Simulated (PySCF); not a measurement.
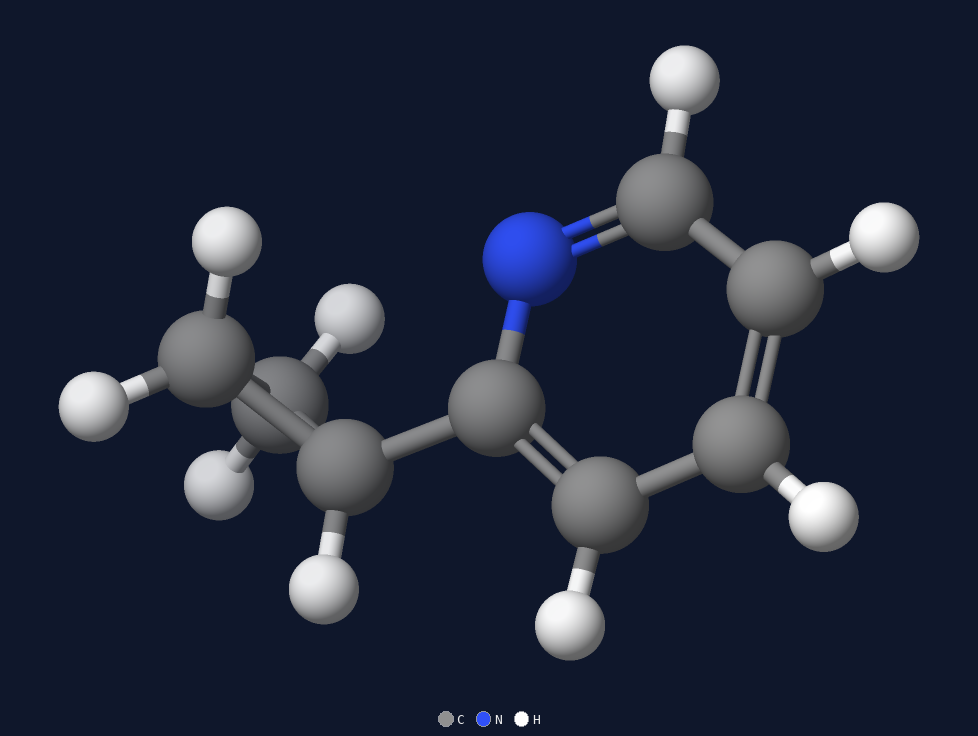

Ball-and-stick drawing of a structure. Multiple sticks mark multiple bonds (one Kekulé form).

The computed structure is the end point of a GFN2-xTB optimisation. No frequency run is at hand to confirm it as a minimum.

What does the picture show?

The molecule is C₈H₉N. Its SMILES string is `c1ccc(C2CC2)nc1`. Independent rings (smallest set): 1 of 3 members, 1 of 6 members, 1 of them aromatic. This geometry has Cs symmetry. Coordination, clear cases only: 5 C trigonal planar; 1 N bent.

The parts below concern this one geometry. Atoms keep their numbers from picture to picture.

**Charges**

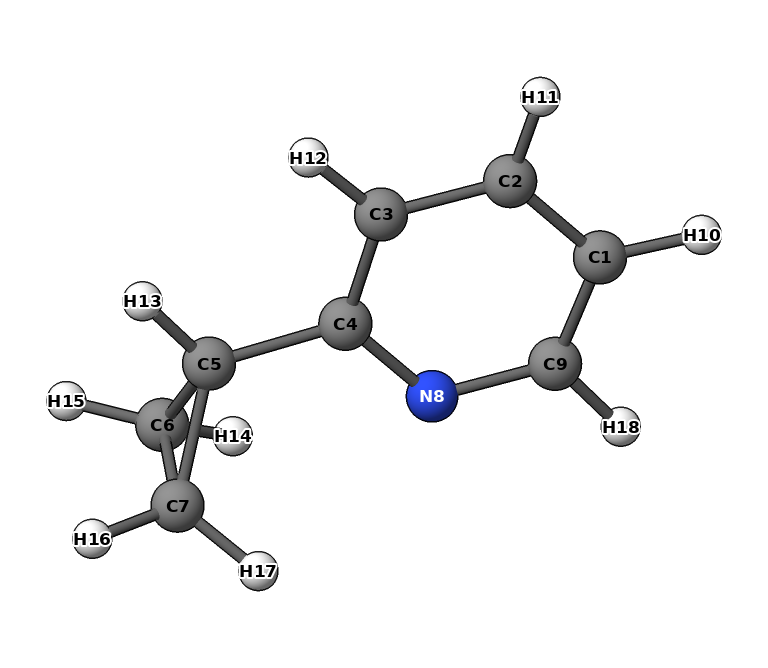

The questions are on ESP-fitted charges. No frequency run is at hand to confirm it as a minimum. Properties computed with PBE0/pcSseg-1, gas phase (PySCF 2.14.0).

> Which atom carries the highest charge (most positive or least negative)?

C4 (0.71 e).

> And the lowest?

C3 (−0.57 e).

List the ESP-fitted charges.

```csv
atom,value (e)
C1,−0.49
C2,0.18
C3,−0.57
C4,0.71
C5,−0.40
C6,−0.27
C7,−0.27
N8,−0.54
C9,0.32
H10,0.19
H11,0.10
H12,0.19
H13,0.19
H14,0.14
H15,0.16
H16,0.16
H17,0.14
H18,0.06
```

**Excitation**

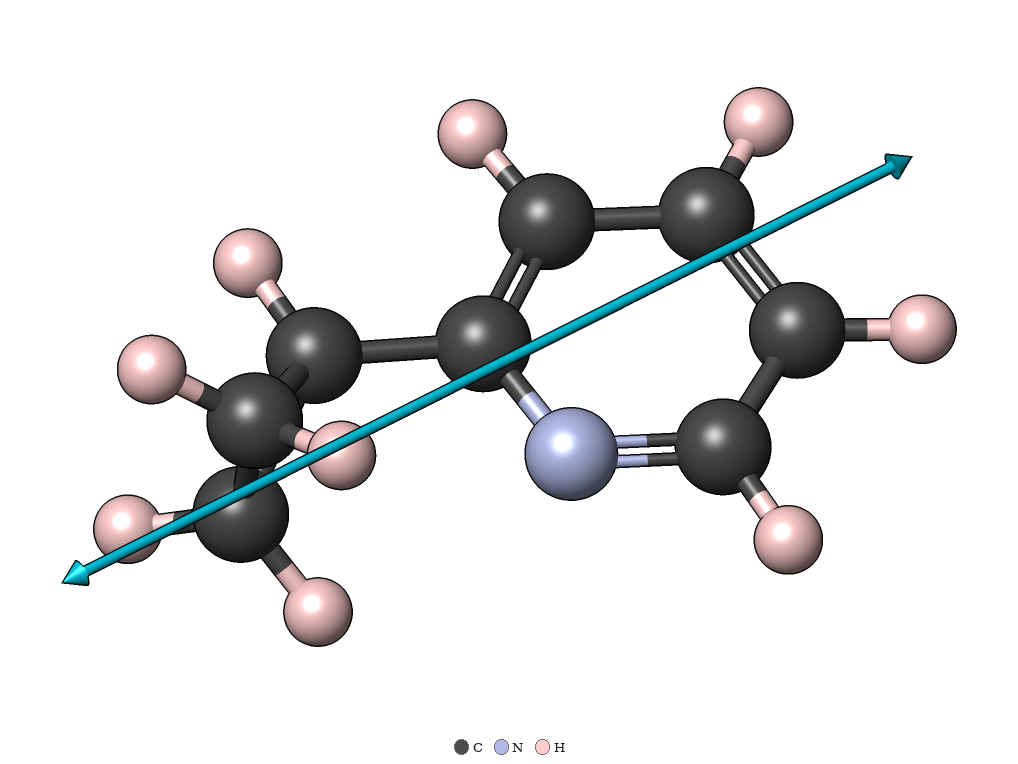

The double arrow shows the direction of the transition dipole to excited singlet state 4 (its length means nothing). No frequency run is at hand to confirm it as a minimum. Method: TDDFT PBE0/def2-SVPD, vertical, gas phase, core orbitals frozen in the response (PySCF 2.14.0).

> Where does the transition lie, and how strong is it?

5.99 eV (207 nm), oscillator strength 0.23, mainly HOMO → LUMO+1 (weight 0.84); transition dipole 3.19 D.

**NMR shielding**

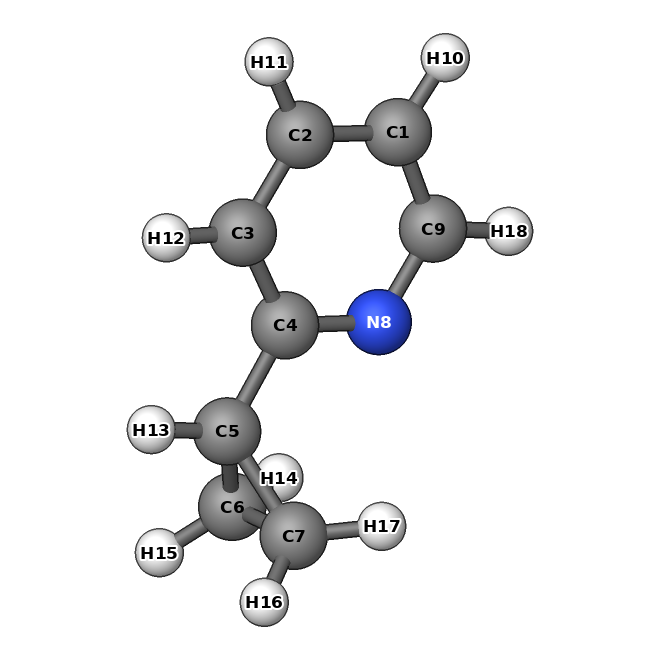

No frequency run is at hand to confirm it as a minimum. Method: GIAO PBE0/pcSseg-1 NMR shielding, non-relativistic, gas phase (PySCF 2.14.0). Principal shieldings σ11 ≤ σ22 ≤ σ33, span Ω = σ33 − σ11, skew κ = 3(σiso − σ22)/Ω.

Give the shielding tensors of the N atoms.

```csv
atom,σ11,σ22,σ33,σiso,Ω,κ
N8,−363.3,−152.4,305.0,−70.2,668.3,0.37
```

Shieldings and span in ppm.

**Ring current**

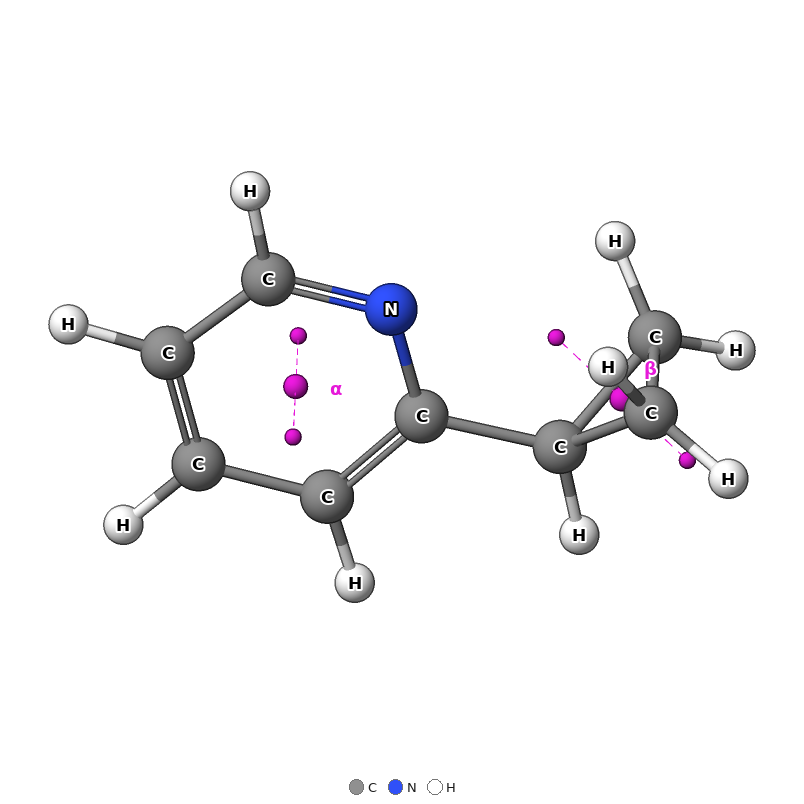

The small points mark where nucleus-independent chemical shifts (NICS) were computed: at the centre of each lettered ring and 1 Å above and below it. No frequency run is at hand to confirm it as a minimum. Properties computed with GIAO PBE0/pcSseg-1 NMR shielding, non-relativistic, gas phase (PySCF 2.14.0).

Give NICS(0), NICS(1) and the out-of-plane component NICS(1)zz for each ring (means of the two sides).

| ring | members | NICS(0) | NICS(1) | NICS(1)zz |
| --- | --- | --- | --- | --- |
| α | C5N | −6.7 | −10.8 | −26.4 |
| β | C3 | −43.3 | −7.5 | −23.5 |

Values in ppm.

> What do the values say about the ring currents?

Ring α: diatropic, as in an aromatic ring. NICS is one index among several.
